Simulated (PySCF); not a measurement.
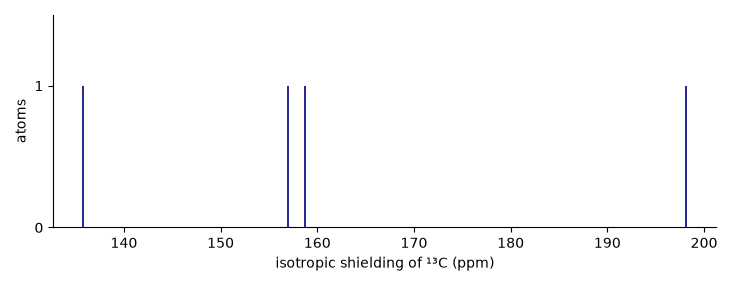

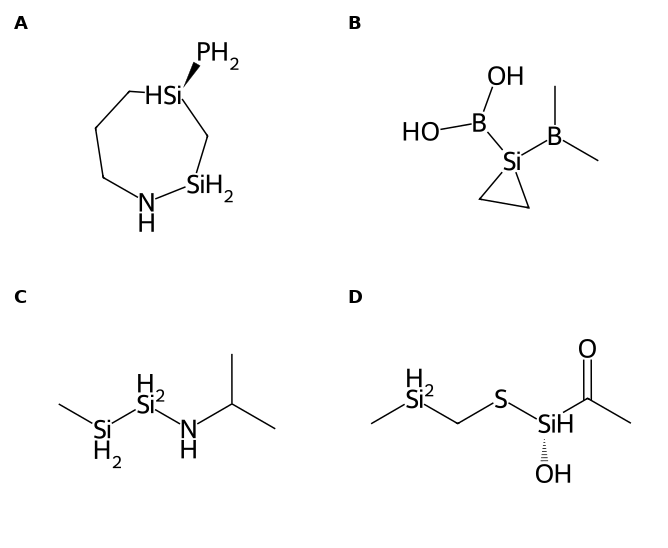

The sticks are computed shieldings of one of the molecules, for one fixed geometry (GFN2-xTB) without averaging over rotations. Low shielding means a high chemical shift. Method: GIAO PBE0/pcSseg-1 NMR shielding, non-relativistic, gas phase (PySCF 2.14.0).

### Match the spectrum to a structure.

C, `C[SiH2][SiH2]NC(C)C`. Its 4 C atoms give lines at 135.8, 157.0, 158.7, 198.2 ppm.

The geometry is semi-empirical. Around B, P, Si such bond lengths and angles can be off by a tenth of an ångström or more and by several degrees, and values that hang on the shape move with them.
